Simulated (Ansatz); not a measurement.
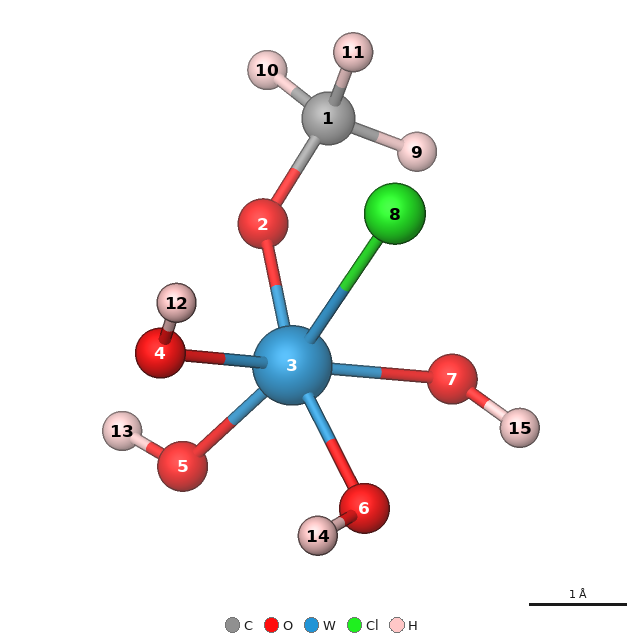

Orthographic view. Distant atoms are faded towards the background colour. The species is neutral and a spin singlet. The computed structure is the end point of a PBE0-D4/def2-TZVP optimisation.

List the bonded neighbours of every atom.

C1: O2, H9, H10, H11
O2: C1, W3
W3: O2, O4, O5, O6, O7, Cl8
O4: W3, H12
O5: W3, H13
O6: W3, H14
O7: W3, H15
Cl8: W3
(terminal hydrogens appear only as neighbours)
